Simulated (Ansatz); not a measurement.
A series of calculations on CH₅BN

Part 1: Relaxation

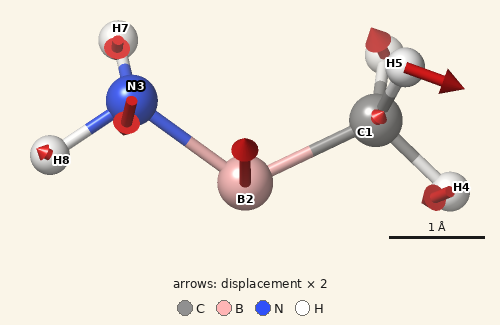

A relaxation of CH5BN (multiplicity 2) (coarse preliminary run). The starting structure is drawn; red arrows show the displacements, magnified 2 times. The two geometries are superimposed by the best rigid fit.

Style: ball-and-stick. Shown at a tilt.

Computed with UKS PBE-D4/def2-SVP in Ansatz 0.2.0. Set-up: force threshold 0.03 eV/Å; at most 250 steps.

Question: What happened in the run?

Answer: The optimiser took 8 steps. The B atom moves most after the best rigid fit: 0.46 Å. Largest moves by element: B 0.46 Å, H 0.33 Å, N 0.33 Å, C 0.09 Å. Some distances before and after: B–N 1.488 → 1.389 Å, H–N 1.068 → 1.030 Å, B–C 1.530 → 1.566 Å, C–H 1.091 → 1.111 Å. Among the angles between lasting bonds that change: B–N–H 110.0° → 123.4°, B–N–H 110.7° → 123.7°, C–B–N 119.0° → 128.1°. Groups turn about B–C by about 60°. The run took of the order of 16 core-seconds on a shared host.

Part 2: Relaxation

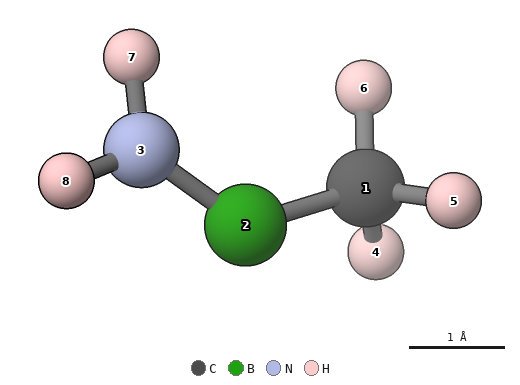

CH5BN (multiplicity 2), before the relaxation. A ball-and-stick model, seen at a tilt.

Computed with Ansatz 0.2.0, UKS PBE0-D4/def2-TZVP.

The input:
```yaml
crystal:
  periodic: [false, false, false]
  atoms:
    - {symbol: C, position_ang: [-0.662001, 0.795789, -0.499131]}
    - {symbol: B, position_ang: [0.035500, -0.605176, -0.437445]}
    - {symbol: N, position_ang: [0.869754, -1.105215, 0.553898]}
    - {symbol: H, position_ang: [-1.764572, 0.680103, -0.567982]}
    - {symbol: H, position_ang: [-0.357686, 1.347579, -1.413696]}
    - {symbol: H, position_ang: [-0.441167, 1.443639, 0.382359]}
    - {symbol: H, position_ang: [1.119295, -0.580144, 1.403921]}
    - {symbol: H, position_ang: [1.292777, -2.033674, 0.522376]}
basis:
  gaussian: {orbitals: def2-TZVP}
magnetization: {spin_polarized: true, initial_magnetization: 1}
hamiltonian: {xc: pbe0, dispersion: d4}
relax: {f_tol: 0.005, max_steps: 200}
```

### Predict the outcome.

The largest move after the best rigid fit is that of H7, 0.032 Å. By element the largest moves are H 0.032 Å, N 0.015 Å, C 0.010 Å, B 0.005 Å. Among the contacts that change: C1–H6 1.116 → 1.099 Å, N3–H7 1.030 → 1.013 Å, C1–H4 1.111 → 1.094 Å, N3–H8 1.021 → 1.005 Å. The energy falls by 0.030 eV in 5 geometry steps. Largest force component: 0.62 eV/Å at the start, 0.004 eV/Å at the end.

Final geometry:

```xyz
8

C    -0.6566    0.7883   -0.4943
B     0.0362   -0.6052   -0.4421
N     0.8600   -1.0943    0.5504
H    -1.7428    0.6763   -0.5600
H    -0.3543    1.3359   -1.3918
H    -0.4324    1.4168    0.3785
H     1.1037   -0.5666    1.3796
H     1.2782   -2.0083    0.5241
```

Part 3: A change

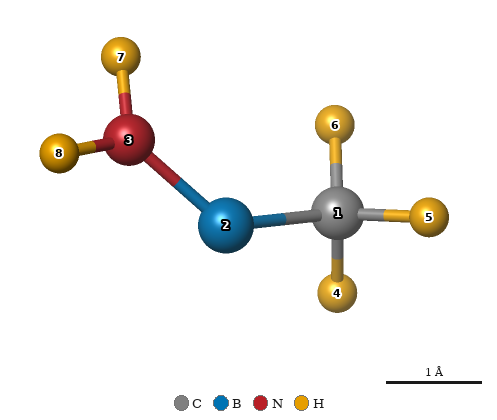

Reference structure: CH5BN (multiplicity 2). Style: ball-and-stick. Shown at a tilt.

Method: UHF-CCSD(T), frozen core/def2-TZVPP in Ansatz 0.2.0. 

Now this is done to it. All atoms are moved at random (σ = 0.09 Å) from the PBE0-D4/def2-TZVP minimum.

The input:
```yaml
crystal:
  periodic: [false, false, false]
  atoms:
    - {symbol: C, position_ang: [-0.623803, 0.754404, -0.457643]}
    - {symbol: B, position_ang: [0.101004, -0.574092, -0.428981]}
    - {symbol: N, position_ang: [0.832861, -1.073674, 0.718458]}
    - {symbol: H, position_ang: [-1.632419, 0.766790, -0.635841]}
    - {symbol: H, position_ang: [-0.212678, 1.496248, -1.378957]}
    - {symbol: H, position_ang: [-0.452200, 1.331056, 0.286502]}
    - {symbol: H, position_ang: [1.178353, -0.502233, 1.412936]}
    - {symbol: H, position_ang: [1.289949, -1.990171, 0.588668]}
basis:
  gaussian: {orbitals: def2-TZVPP}
magnetization: {spin_polarized: true, initial_magnetization: 1}
correlation: {method: ccsd_t}
scf: {omitted_lower_state_checks: [cluster_reference]}
output: {forces: true}
```

### Predict the response.

The energy rises by 105.2 kJ/mol. The largest force is 7.3 eV/Å, on C1. The forces point partly back along the displacements (cosine −0.62). At other levels of theory the same distortion costs 106.1 kJ/mol (UKS PBE-D4/def2-TZVPP), 104.6 kJ/mol (UKS r2SCAN-D4/def2-TZVPP), 106.8 kJ/mol (UKS PBE0-D4/def2-TZVPP), 106.0 kJ/mol (UKS wB97M-V/def2-TZVPP). Some distances before and after: C1–H5 1.094 → 1.252 Å, C1–H6 1.099 → 0.957 Å, B2–N3 1.380 → 1.450 Å, C1–H4 1.094 → 1.024 Å. Among the angles between lasting bonds that change: H5–C1–H6 108.0° → 99.0°, B2–C1–H4 110.6° → 119.0°.

The changed structure in the same view:

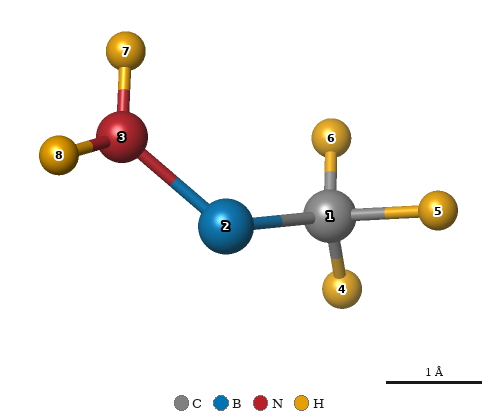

Part 4: A change

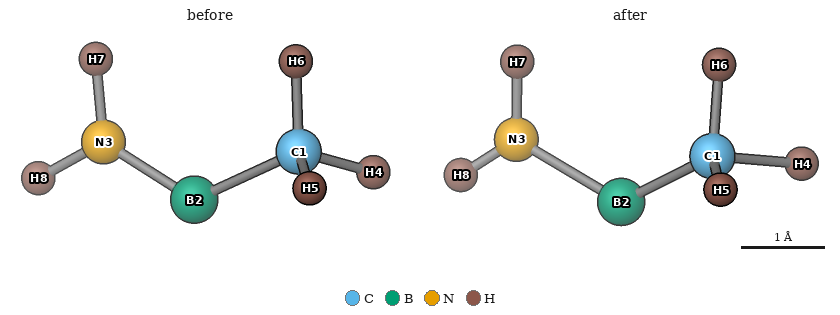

Left: CH5BN (multiplicity 2). Right: the same structure after one change, at the same scale. A ball-and-stick model, seen at a tilt.

All numbers below come from UKS PBE0-D4/def2-TZVPP in Ansatz 0.2.0. 

### What distinguishes the right structure from the left one?

All atoms are moved at random (σ = 0.12 Å) from the PBE0-D4/def2-TZVP minimum.

### And its effect?

It costs 270.4 kJ/mol. The largest force is 19 eV/Å, on N3. The forces point partly back along the displacements (cosine −0.57). At other levels of theory the same distortion costs 266.7 kJ/mol (UKS PBE-D4/def2-TZVPP), 266.2 kJ/mol (UKS r2SCAN-D4/def2-TZVPP), 269.9 kJ/mol (UKS wB97M-V/def2-TZVPP), 268.4 kJ/mol (UHF-CCSD(T), frozen core/def2-TZVPP). Some distances before and after: C1–H4 1.094 → 1.312 Å, B2–N3 1.380 → 1.585 Å, N3–H8 1.005 → 0.819 Å, C1–B2 1.557 → 1.461 Å. Bond angles that change, for instance: H4–C1–H6 108.0° → 90.8°, H7–N3–H8 113.3° → 124.5°.

Part 5: Distortion

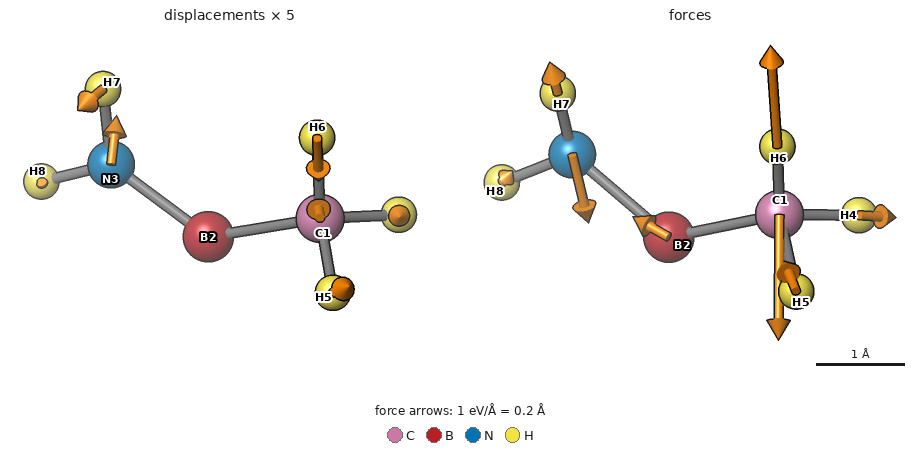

Left: CH5BN (multiplicity 2), with orange arrows for the displacements applied to it. Right: the displaced structure with the computed forces. A ball-and-stick model, seen at a tilt.

Method: UHF-CCSD(T), frozen core/def2-TZVPP (Ansatz). 

Q: How do the forces relate to the distortion?

A: All atoms are moved at random (σ = 0.09 Å) from the PBE0-D4/def2-TZVP minimum. It costs 25.1 kcal/mol. The largest force is 7.3 eV/Å, on C1. The forces point partly back along the displacements (cosine −0.62). At other levels of theory the same distortion costs 25.4 kcal/mol (UKS PBE-D4/def2-TZVPP), 25.0 kcal/mol (UKS r2SCAN-D4/def2-TZVPP), 25.5 kcal/mol (UKS PBE0-D4/def2-TZVPP), 25.3 kcal/mol (UKS wB97M-V/def2-TZVPP). Near-neighbour distances before and after: C1–H5 1.094 → 1.252 Å, C1–H6 1.099 → 0.957 Å, B2–N3 1.380 → 1.450 Å, C1–H4 1.094 → 1.024 Å. Among the angles between lasting bonds that change: H5–C1–H6 108.0° → 99.0°, B2–C1–H4 110.6° → 119.0°.
